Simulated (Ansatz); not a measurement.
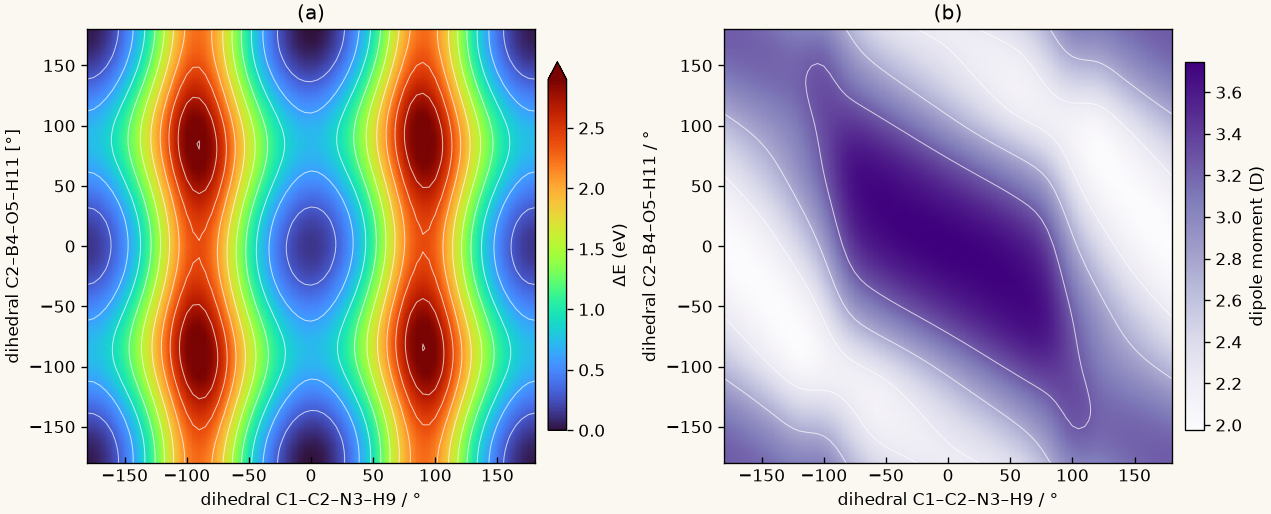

C₂H₆BNO, SMILES CC(=N)BO. First axis: dihedral C1–C2–N3–H9. Second axis: dihedral C2–B4–O5–H11. Nothing is relaxed (all other coordinates rigid). The scan uses an 18 × 18 grid. Energies: eV, counted from the lowest grid point. The dihedral twists a double bond; near 90° a spin-restricted reference is unreliable. Theory: Ansatz 0.2.0, RKS r2SCAN-D4/def2-SVP.

Panel (a) is the energy; panel (b) is the computed dipole moment, in D.

In the figure: a smooth colour map with a few white contour lines, one colour for all values above the top of the scale. Between grid points the surface is interpolated.

How does the dipole moment vary over the map, and what is it at the lowest grid point?

Answer. Leaving out the highest fifth of the energies, it runs from 1.98 D at dihedral C1–C2–N3–H9 = −120°, dihedral C2–B4–O5–H11 = −80° to 3.75 D at dihedral C1–C2–N3–H9 = 0°, dihedral C2–B4–O5–H11 = 0°. At the lowest grid point, dihedral C1–C2–N3–H9 = 0°, dihedral C2–B4–O5–H11 = −180°, it is 2.22 D.
